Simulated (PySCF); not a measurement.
Input

```
{"job": {"kind": "nmr", "xc": "PBE0", "basis": "pcSseg-1"}, "charge": 0, "multiplicity": 1}
C      2.859244    -0.642099     0.134402
O      2.167158     0.484327    -0.356452
C      0.815968     0.498062    -0.283684
C      0.186412     1.643393    -0.787168
C     -1.187784     1.762646    -0.761597
C     -1.973237     0.749991    -0.236779
C     -1.355073    -0.392193     0.264390
C     -2.117034    -1.502893     0.831201
O     -1.723456    -2.524809     1.285941
F     -3.466621    -1.275287     0.806198
C      0.036675    -0.521481     0.243788
H      3.914654    -0.430479    -0.027923
H      2.677976    -0.788529     1.203317
H      2.582918    -1.549861    -0.410052
H      0.807476     2.425811    -1.193896
H     -1.652664     2.653789    -1.154192
H     -3.047515     0.841214    -0.214734
H      0.466144    -1.425284     0.645582
```

Command:

```sh
OMP_NUM_THREADS=1 python probes_run.py task.json out
```

Geometry: GFN2-xTB.

Level of theory: PBE0/pcSseg-1, SCF density, gas phase, non-relativistic (PySCF).

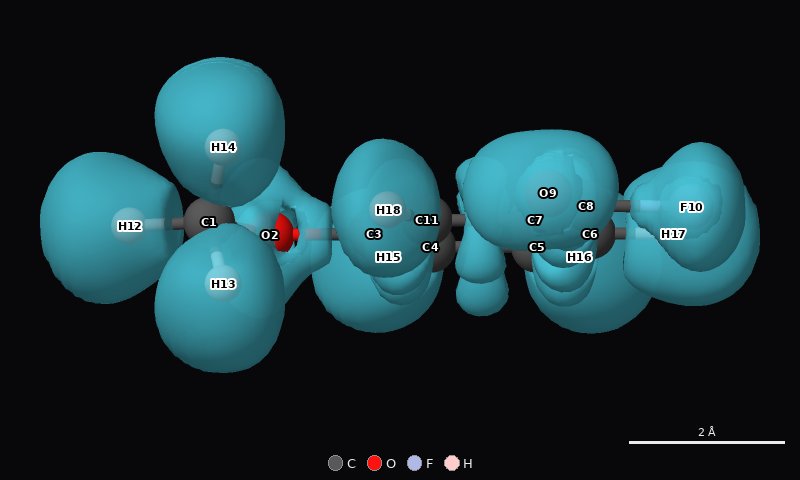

C8H7FO2 (SMILES COc1cccc(C(=O)F)c1). Isosurface of the electron localisation function at 0.75 (cyan), seen from one side. Only the valence region is drawn (cores and ρ < 0.01 e/Å³ removed).

Describe the localisation domains.

The surface consists of seven regions between bonded C–C atoms (shared pairs), seven regions around hydrogen nuclei, one region on F in which the atom's valence shell and bonds are merged and two regions on O in which the atom's valence shell and bonds are merged. Profiles from the grid: C–O (1.19 Å): the ELF peaks at about 0.85 between the atoms; a short, multiple covalent bond. C–F (1.37 Å): the ELF peaks at about 0.85 between the atoms (a shared but strongly polarised pair).
